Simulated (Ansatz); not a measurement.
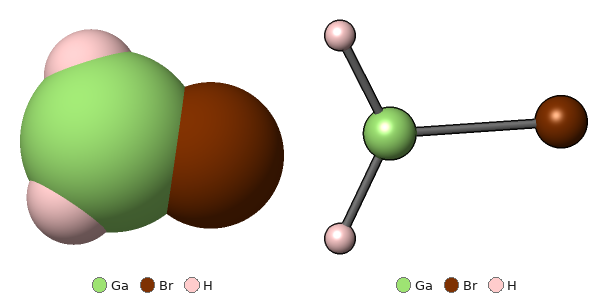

Two views of one molecule.

The geometry was computed by an optimisation with PBE0-D4/def2-TZVP.

Identify the structure.

Formula BrGaH2. All atoms lie on one plane. Coordination: 1 Ga trigonal planar.

More results for the same structure follow; atom numbers are the same in all pictures, views and colours differ.

**Geometry**

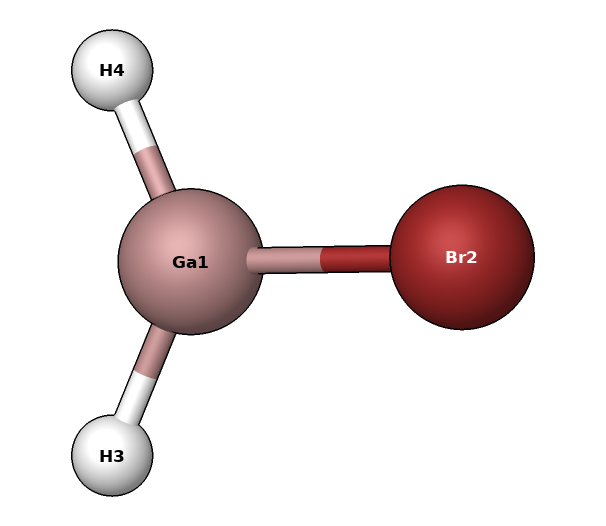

The atoms are numbered.

What are the angles Br2–Ga1–H3, H3–Ga1–H4?

```json
{"angle": "Br2–Ga1–H3", "degrees": "115.4"}
{"angle": "H3–Ga1–H4", "degrees": "129.3"}
```

**Electronic properties**

Method: RKS PBE0-D4/def2-TZVPP (Ansatz 0.2.0).

What does the calculation give?

- HOMO energy (Kohn–Sham orbital): −8.07 eV
- LUMO energy (Kohn–Sham orbital): −1.91 eV
- HOMO–LUMO gap: 6.15 eV

**Thermal motion**

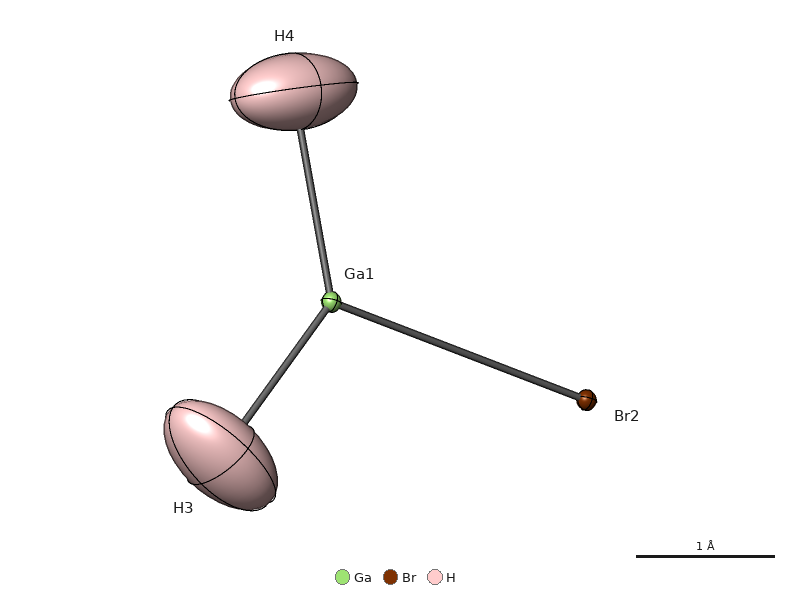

Displacement ellipsoids at the 50 % level, enlarged 2 times, from the internal vibrations of the free molecule (harmonic, no overall translation or rotation; no half-axis is drawn under 0.075 Å). Vibrations computed with RKS PBE0-D4/def2-TZVP (Ansatz 0.2.0). Temperature: 100 K.

Give the displacement parameters, one line for each set of equivalent atoms.

```
  atom  U_eq (Å²)   rms amplitudes (Å)
   Ga1    0.00016  0.004, 0.004, 0.021
   Br2    0.00011  0.001, 0.002, 0.018
H3, H4     0.0165  0.091, 0.115, 0.168
```

**Dipole moment**

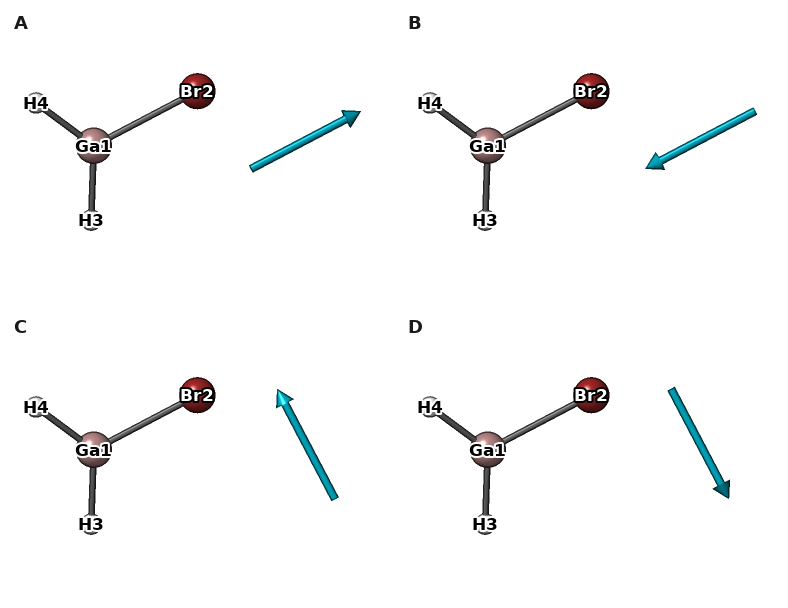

The same molecule four times, each with an arrow. Level of theory: RKS PBE0-D4/def2-TZVP (Ansatz 0.2.0).

Which arrow points along the dipole moment, from the negative to the positive end?

Answer. B. The dipole moment is 1.85 D; it points from the side of Br2 to the side of H3, H4 (the outermost atoms at the two ends).
